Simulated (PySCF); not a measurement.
# C₇H₉O (doublet): what the fields show

```yaml
atoms:
  - { symbol: C, position_ang: [-0.6115, -2.2222, -0.6560] }
  - { symbol: C, position_ang: [-0.6910, -0.9394, 0.0485] }
  - { symbol: C, position_ang: [0.6182, -0.3304, 0.2579] }
  - { symbol: C, position_ang: [1.6951, 0.1826, 0.3810] }
  - { symbol: C, position_ang: [2.9960, 0.7869, 0.5645] }
  - { symbol: C, position_ang: [-1.4463, 0.1700, -0.7507] }
  - { symbol: C, position_ang: [-2.0207, 1.2390, 0.1406] }
  - { symbol: O, position_ang: [-1.5344, 0.1767, -1.9442] }
  - { symbol: H, position_ang: [0.1074, -2.3614, -1.4388] }
  - { symbol: H, position_ang: [-1.3959, -2.9437, -0.5373] }
  - { symbol: H, position_ang: [-1.2048, -1.0501, 1.0105] }
  - { symbol: H, position_ang: [3.6900, 0.4066, -0.1842] }
  - { symbol: H, position_ang: [3.3827, 0.5535, 1.5562] }
  - { symbol: H, position_ang: [2.9206, 1.8689, 0.4589] }
  - { symbol: H, position_ang: [-2.9123, 0.8473, 0.6282] }
  - { symbol: H, position_ang: [-1.3031, 1.5206, 0.9073] }
  - { symbol: H, position_ang: [-2.2970, 2.1073, -0.4522] }
```

Geometry: GFN2-xTB.

These are results of UKS B3LYP, pcH-1 on C H O, non-relativistic, mean-field spin-orbit, GIAO in PySCF, not measurements.

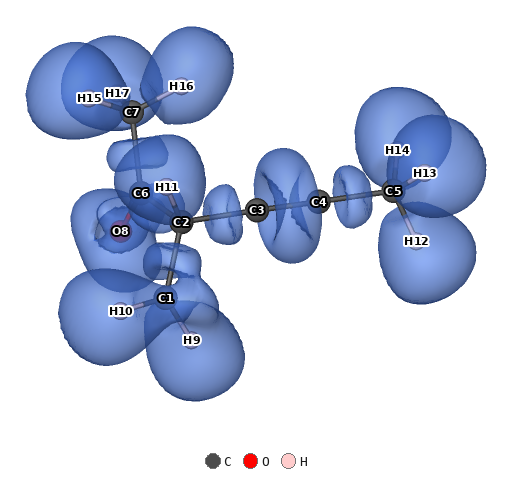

Figure 1. Isosurface of the electron localisation function at 0.75 (blue), seen at a tilt. Core shells and regions of very low density are left out.

Q: Identify the bonds, lone pairs and shells in this picture.

A: At this value the surface marks out five regions between bonded C–C atoms (shared pairs), seven regions around hydrogen nuclei, one region on O in which the atom's valence shell and bonds are merged and one joined region spread over several atoms (C, H), in which their bonds and any lone pairs are merged. Profiles from the grid: C–O (1.20 Å): the ELF peaks at about 0.85 between the atoms: a short, multiple covalent bond. C–C (1.20 Å): the ELF peaks at about 0.85 between the atoms (a short, multiple covalent bond).

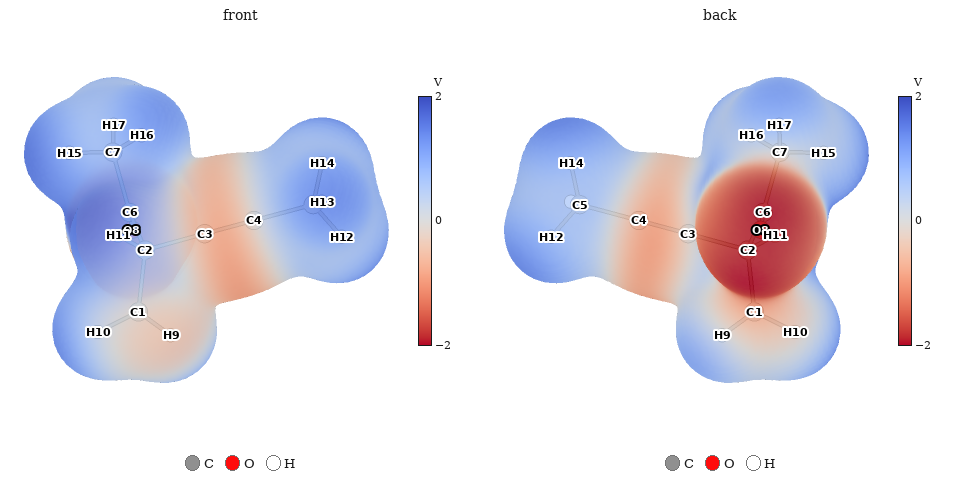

Figure 2. The electrostatic potential painted on the density surface at 0.004 e/bohr³, seen from the front and from behind; red is negative and blue positive.

Q: Describe the electrostatic potential map.

A: The most negative region (about −1.9 V) lies over O8, the most positive (about +1.6 V) over the π face of C6. O8 is the likeliest acceptor of a hydrogen bond.

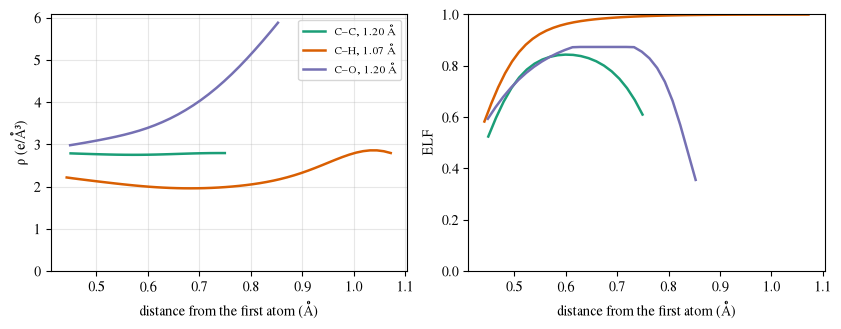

Figure 3. Electron density and ELF along straight lines between neighbouring atoms. The curves leave out the atomic cores.

Q: What can be read from the curves?

A: C–C (1.20 Å): the density is about 2.8 e/Å³ at the midpoint; the ELF peaks at about 0.85 between the atoms: a short, multiple covalent bond.
C–H (1.07 Å): ρ at the midpoint is about 2.1 e/Å³; the ELF climbs to about 1 towards the hydrogen, as it does in any bond to H: an ordinary covalent bond to hydrogen.
C–O (1.20 Å): ρ at the midpoint is about 3.4 e/Å³; the ELF peaks at about 0.85 between the atoms (a multiple bond).
